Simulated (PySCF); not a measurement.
Input

```
{"job": {"kind": "nmr", "xc": "PBE0", "basis": "pcSseg-1", "pop": false}, "charge": 0, "multiplicity": 1}
C      1.697400    -0.399000    -0.005400
N      0.615700    -0.896100    -0.426900
Si    -1.044700    -0.410900    -0.346300
H      1.809400     0.562400     0.493600
H      2.665400    -0.829500    -0.208900
H     -1.754400    -1.815200    -0.307800
H     -1.441100     0.323500    -1.462800
H     -1.553200     0.390000     0.706400
```

Run with:

```sh
OMP_NUM_THREADS=1 python probes_run.py task.json out
```

Geometry: GFN2-xTB, MD frame at 250 fs, 400 K.

Theory: PySCF 2.14.0, PBE0/pcSseg-1, SCF density, gas phase, non-relativistic.

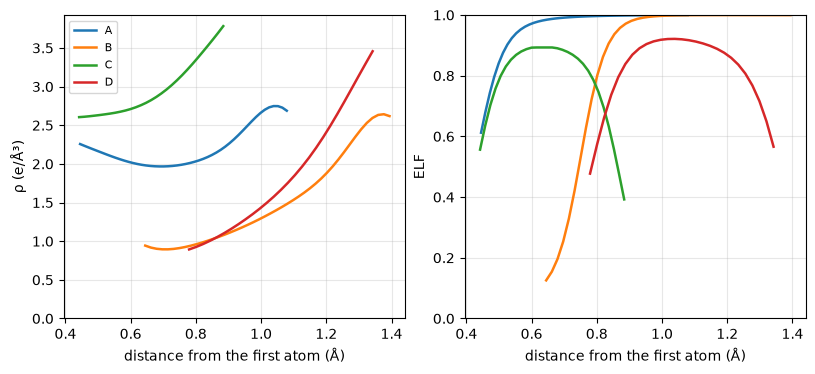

CH₅NSi (SMILES C=N[SiH3]). Electron density and electron localisation function along straight lines between neighbouring atoms. The curves leave out the atomic cores.

Q: Which curve belongs to which contact (C–H, C–N, Si–H and Si–N)? The first atom named is at distance zero.

A: Curve A: C–H (1.08 Å): ρ is about 2.1 e/Å³ halfway; the ELF climbs to about 1 towards the hydrogen, as it does in any bond to H; a covalent bond by its length. Curve B: Si–H (1.39 Å): the density is about 0.89 e/Å³ at the midpoint; the ELF climbs to about 1 towards the hydrogen. Curve C: C–N (1.26 Å): the density is about 2.8 e/Å³ at the midpoint; the ELF peaks at about 0.90 between the atoms; a short, multiple covalent bond. Curve D: Si–N (1.73 Å): ρ is about 1.1 e/Å³ halfway; the ELF peaks at about 0.90 between the atoms (a shared but strongly polarised pair).
